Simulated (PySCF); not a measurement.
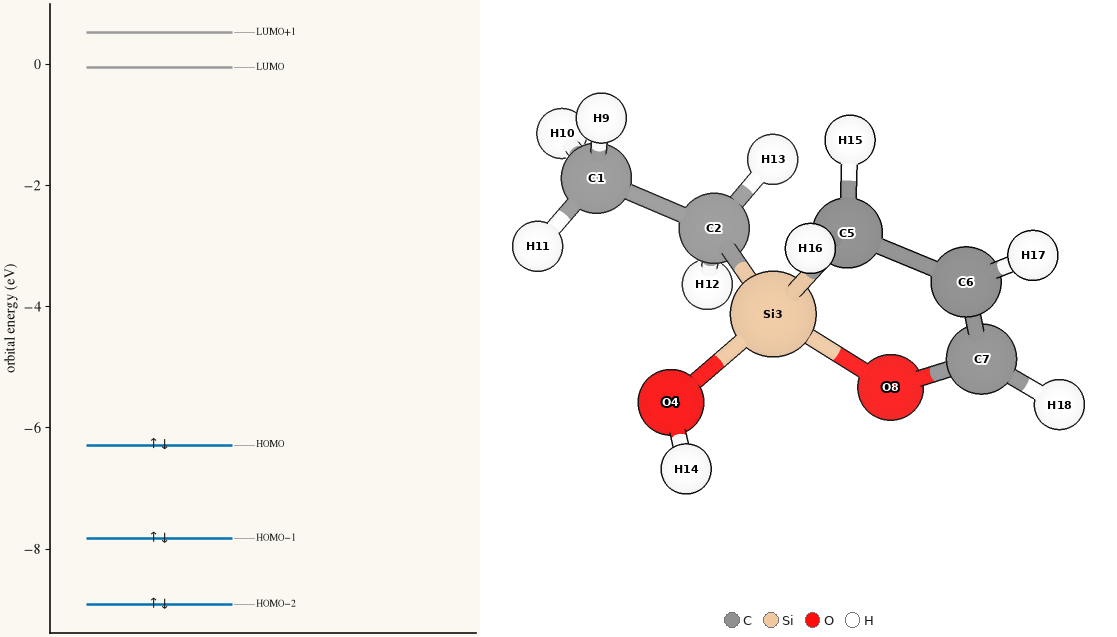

C₅H₁₀O₂Si, SMILES CC[Si@]1(O)CC=CO1. Kohn-Sham orbital energies near the frontier, B3LYP/def2-SVPD, PySCF, at a GFN2-xTB geometry (no frequency check), isolated molecule; empty levels in grey, levels within 0.03 eV side by side.

### Where do the frontier orbitals lie?

HOMO at −6.28 eV, LUMO at −0.06 eV, 6.23 eV apart.

### On which atoms do HOMO and LUMO mostly sit?

HOMO: C6 33 %, C7 24 %, O8 23 %. LUMO: O4 24 %, Si3 20 %, H14 14 % (Löwdin shares).

### List the levels with the atoms that carry most of them (a dash for levels above zero or within 0.03 eV of another, where shares mean little).

```tsv
orbital	energy (eV)	Löwdin shares
LUMO+1	0.52	–
LUMO	−0.06	O4 24 %, Si3 20 %, H14 14 %
HOMO	−6.28	C6 33 %, C7 24 %, O8 23 %
HOMO−1	−7.83	C5 24 %, C2 17 %, Si3 16 %
HOMO−2	−8.92	O8 26 %, C2 14 %, Si3 13 %
```

Known limits of this run: the tight-binding geometry is rougher than a DFT one and adds to the error; one conformer of a flexible molecule; empty levels above zero depend strongly on the basis.
